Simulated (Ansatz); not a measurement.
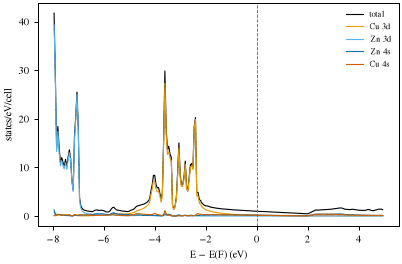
*Total and projected density of states of ZnCu in space group Fd-3m (No. 227; Cu on 8b, Zn on 8a), plane-wave PAW PBEsol (Ansatz code)*

Q: Which orbitals carry the states next to the Fermi level?

A: Within 0.5 eV of the Fermi level: Zn 4s 19 %, Cu 3d 16 %, Cu 4s 16 %, outside the projected shells 47 %. Projections are on Löwdin-orthogonalised atomic valence shells; empty p or d shells of many metals are not among them.

The start of the workflow was typed in or built on a structure type; neither database checked (COD, Materials Project) lists it. It is not the phase usual at ambient conditions (space group No. 221). The PBEsol relaxation kept the symmetry of its start; whether a distortion lowers the energy is not shown. The run is not spin-polarised.

Potentials: the earlier of the program's two PAW sets. The files were generated under PBE; for other functionals the program regenerates the frozen cores, and for LDA and PBEsol the local potential too.
